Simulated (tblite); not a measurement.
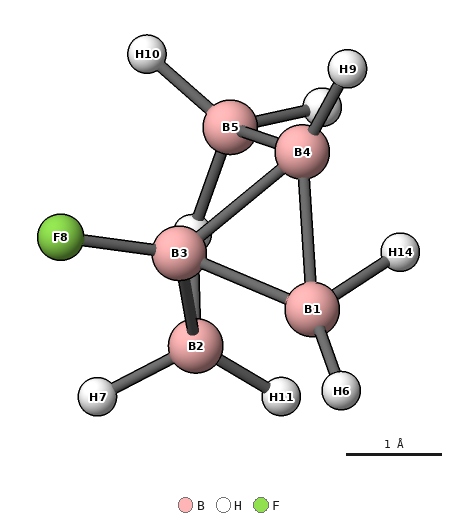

**Figure 1.** The structure (ball-and-stick view, seen at a tilt; atoms are numbered from 1 in the order of the input).

# Relaxed scan of B5H8F

B5H8F (nido-B5H9 (F for H, site b on B)), computed with GFN2-xTB relaxed scan under a harmonic restraint, gas phase (tblite 0.8.0).

## The program's output
```
point  coordinate     E/eV
  0      0.098     -406.48477
  1      0.230     -406.44928
  2      0.362     -406.40527
  3      0.493     -406.35187
  4      0.624     -406.28831
  5      0.756     -406.21579
  6      0.889     -406.13394
  7      1.056     -406.32458
```

This output came from the following input.

## Input file
```
{"job": {"xc": "GFN2-xTB", "basis": "xTB", "coordinate": [["d", [10, 0], 1], ["d", [10, 2], -1]], "kind": "drive"}, "charge": 0, "multiplicity": 1}
B     -1.534979     0.200031    -0.178207
B      0.276609     0.943676     1.104572
B     -0.380748    -0.589263     0.617698
B     -0.431052    -0.736546    -1.062658
B      1.223589    -0.393162    -0.551714
H     -2.637438     0.494507     0.055979
H      0.498758     0.877156     2.261325
F     -0.303082    -1.599433     1.505351
H     -0.665150    -1.412842    -1.985839
H      2.003770    -1.239745    -0.295445
H      0.173363     2.042748     0.713796
H      1.322046     0.483804     0.453804
H      1.558275     0.327405    -1.433563
H     -1.074578     0.594147    -1.261721
```

The first line tells a small driver script what to run in tblite; the rest is the geometry in Å.

Run as:
```bash
OMP_NUM_THREADS=1 python <driver script> task.json out
```

## Results in brief

```csv
quantity,value
outcome,converged
hardware,"1 CPU thread, shared host"
wall time,1.1 s
peak memory,0.18 GiB
```
